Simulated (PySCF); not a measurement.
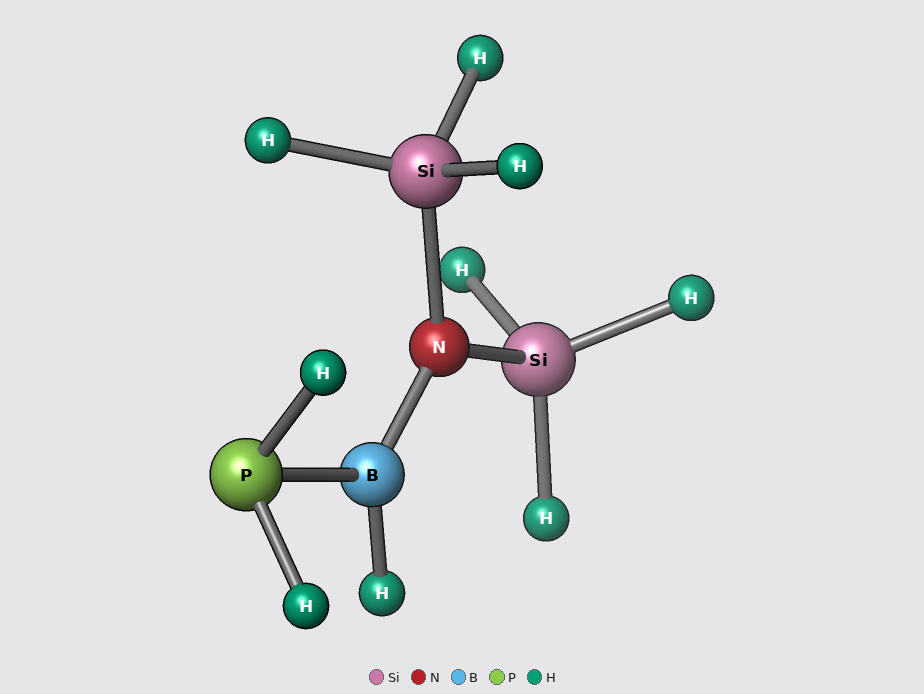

Rendered structure (ball-and-stick style). Every bond is drawn as one stick, whatever its order.

Computed geometry: PBE0-D3(BJ)/def2-SVP optimisation. No frequency run is at hand to confirm it as a minimum.

What is the molecular formula?

Answer. BH9NPSi2, 14 atoms: 1 boron, 9 hydrogen, 1 nitrogen, 1 phosphorus and 2 silicon.

Give the symmetry (Schoenflies symbol).

Answer. C1.

How many bonds of each kind are drawn?

Answer. 6 Si–H, 2 N–Si, 2 P–H, 1 B–N, 1 B–P, 1 B–H.

Does it have rings?

Answer. It has no ring.

More results for the same structure follow; atom numbers are the same in all pictures, views and colours differ.

**Shape**

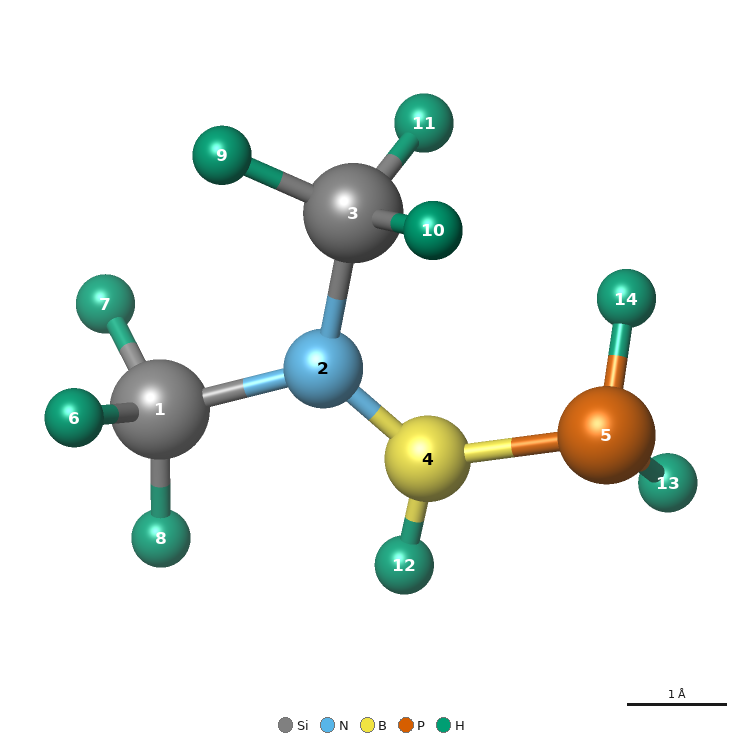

The atoms are numbered. No frequency run is at hand to confirm it as a minimum.

How are the neighbours of atom 2 arranged?

Answer. N2 has 3 neighbours (Si1 at 1.77, Si3 at 1.77, B4 at 1.42 Å); the arrangement is trigonal planar.

Describe the coordination of atom 4.

Answer. B4 has 3 neighbours (N2 at 1.42, P5 at 1.92, H12 at 1.21 Å); the arrangement is trigonal planar.

How are the neighbours of atom 1 arranged?

Answer. Si1 has 4 neighbours (N2 at 1.77, H6 at 1.49, H7 at 1.49, H8 at 1.49 Å); the arrangement is tetrahedral.

Describe the coordination of atom 5.

Answer. P5 has 3 neighbours (B4 at 1.92, H13 at 1.42, H14 at 1.43 Å); the arrangement is trigonal pyramidal.

What is the dihedral angle Si3–N2–B4–P5?

Answer. 6° in size, that is syn (eclipsed).

**Quadrupole coupling**

No frequency run is at hand to confirm it as a minimum. Electric field gradients from the ground-state density, PBE0/6-311+G(2d,p) (PySCF 2.14.0), non-relativistic apart from any core potentials.

Give the largest field-gradient component, the quadrupole coupling constant and the asymmetry for 14N at N2 (Q = 20.44 mb), 11B at B4 (Q = 40.59 mb), 2H at H6 (Q = 2.86 mb), 2H at H7 (Q = 2.86 mb).

| atom | V_zz (a.u.) | e²qQ/h (MHz) | η |
| --- | --- | --- | --- |
| N2 | −0.232 | −1.11 | 0.56 |
| B4 | 0.397 | 3.78 | 0.19 |
| H6 | 0.152 | 0.102 | 0.04 |
| H7 | 0.151 | 0.102 | 0.04 |

**Levels of theory compared**

No frequency run is at hand to confirm it as a minimum. Program: PySCF 2.14.0.

Tabulate HOMO energy (eV), dipole (D) at these levels: PBE0/6-311+G(2d,p); PBE0/6-31G*; PBE0/IGLO-III; PBE0/aug-cc-pVDZ; PBE0/cc-pVDZ; PBE0/cc-pVTZ; PBE0/def2-SVP; PBE0/def2-TZVP; PBE0/pcSseg-0; PBE0/pcSseg-2.

```csv
level,HOMO energy (eV),dipole (D)
"PBE0/6-311+G(2d,p)",−7.22,1.32
PBE0/6-31G*,−7.05,1.65
PBE0/IGLO-III,−7.19,1.23
PBE0/aug-cc-pVDZ,−7.19,1.35
PBE0/cc-pVDZ,−7.09,1.41
PBE0/cc-pVTZ,−7.20,1.29
PBE0/def2-SVP,−7.12,1.45
PBE0/def2-TZVP,−7.21,1.28
PBE0/pcSseg-0,−7.10,2.26
PBE0/pcSseg-2,−7.22,1.38
```

**Charges**

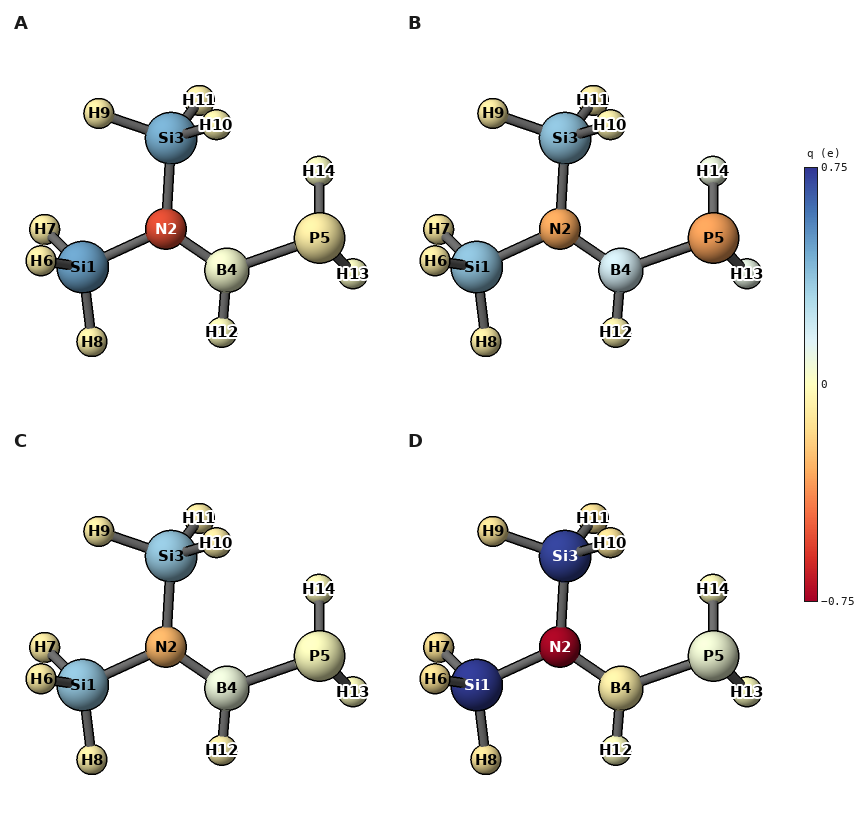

Atomic charges of one calculation by 4 schemes, on one colour scale. No frequency run is at hand to confirm it as a minimum. Method: PBE0/def2-SVP (PySCF 2.14.0).

The schemes are ESP-fitted, Hirshfeld, IAO, Mulliken. Which panel shows which?

Answer. A Mulliken, B ESP-fitted, C Hirshfeld, D IAO.

List the charges (e), one line for each set of equivalent atoms.

```tsv
atom	Mulliken	ESP-fitted	Hirshfeld	IAO
Si1	0.46	0.37	0.36	0.73
N2	−0.52	−0.30	−0.27	−0.72
Si3	0.43	0.37	0.35	0.71
B4	0.04	0.18	0.08	−0.07
P5	−0.07	−0.32	0.00	0.06
H6	−0.07	−0.08	−0.08	−0.13
H7	−0.07	−0.09	−0.08	−0.13
H8	−0.06	−0.07	−0.07	−0.11
H9	−0.07	−0.08	−0.07	−0.11
H10	−0.05	−0.05	−0.07	−0.11
H11	−0.06	−0.08	−0.07	−0.12
H12	−0.01	−0.05	−0.07	0.01
H13	0.02	0.10	−0.01	0.00
H14	0.02	0.09	−0.01	−0.01
```

**NMR shielding**

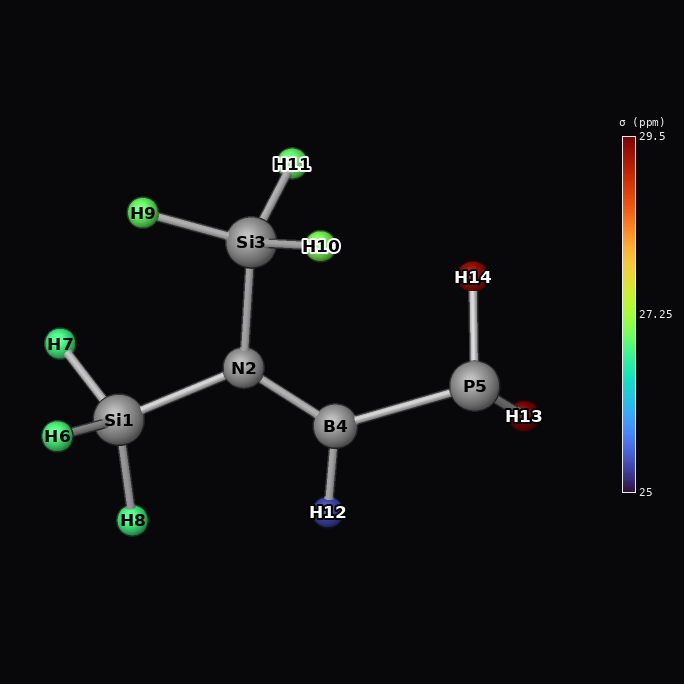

Atoms are coloured by their isotropic NMR shieldings (H only, the others grey). No frequency run is at hand to confirm it as a minimum. Properties computed with GIAO PBE0/6-31G* NMR shielding, non-relativistic, gas phase (PySCF 2.14.0).

List the isotropic NMR shieldings of the H atoms.

| atom | σ (ppm) |
| --- | --- |
| H6 | 26.83 |
| H7 | 26.80 |
| H8 | 26.80 |
| H9 | 26.95 |
| H10 | 27.06 |
| H11 | 26.94 |
| H12 | 25.35 |
| H13 | 29.50 |
| H14 | 29.34 |

Mulliken values depend strongly on the basis set and can even reverse the polarity of a bond.
